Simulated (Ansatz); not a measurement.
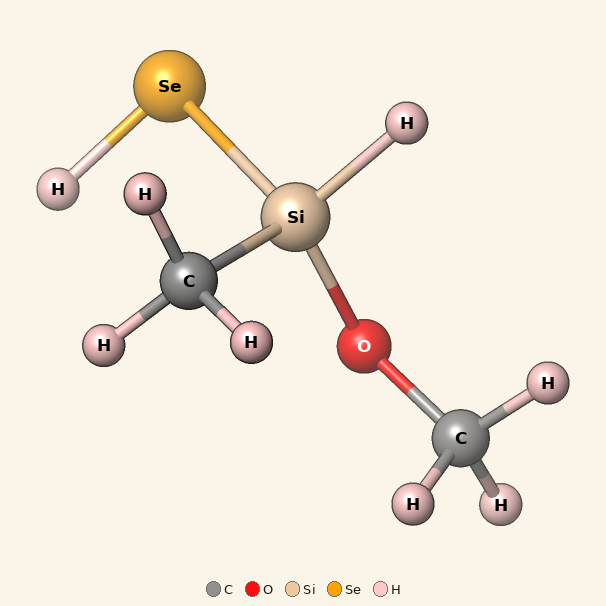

Distant atoms are faded towards the background colour. The geometry was computed by an optimisation with PBE0-D4/def2-TZVP.

> List the symmetry elements and name the point group.

It has no symmetry element but the identity, so the point group is C1. The group has 1 operation. The geometry is chiral, and symmetry allows a dipole moment.
